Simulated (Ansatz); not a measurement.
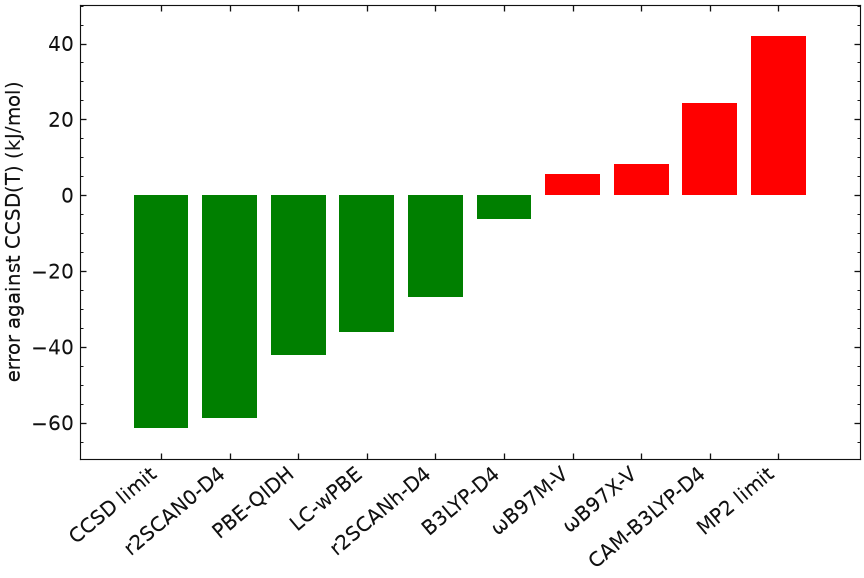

Error in the electronic atomisation energy (method less reference, so positive means overbinding) of C₃H₁₀OSi, SMILES CC(C)O[SiH3]: functionals in def2-TZVPP against frozen-core CCSD(T) at the limit (MP2 extrapolated from triple and quadruple zeta, plus CCSD(T) less MP2 in a smaller set), which gives 5609.7 kJ/mol, at a PBE0-D4/def2-TZVP geometry (a minimum by its frequencies), no zero-point or spin-orbit term, the Ansatz code. The reference leaves out core correlation, a term that grows with the number of heavy atoms. PBE-QIDH holds a correlation term that converges slowly with the basis, so part of the distance to the limit is basis error. No dispersion term is added to PBE-QIDH and LC-wPBE. Limit means the basis limit.

**What range do the values span?**

From −61.3 kJ/mol (CCSD limit) to 42.0 kJ/mol (MP2 limit).

**Give the values.**

```
       level  kJ/mol
  CCSD limit   −61.3
  r2SCAN0-D4   −58.8
    PBE-QIDH   −42.1
     LC-wPBE   −36.1
  r2SCANh-D4   −26.8
    B3LYP-D4    −6.2
     ωB97M-V     5.6
     ωB97X-V     8.2
CAM-B3LYP-D4    24.4
   MP2 limit    42.0
```

Limits of at least one run: one conformer of a flexible molecule.
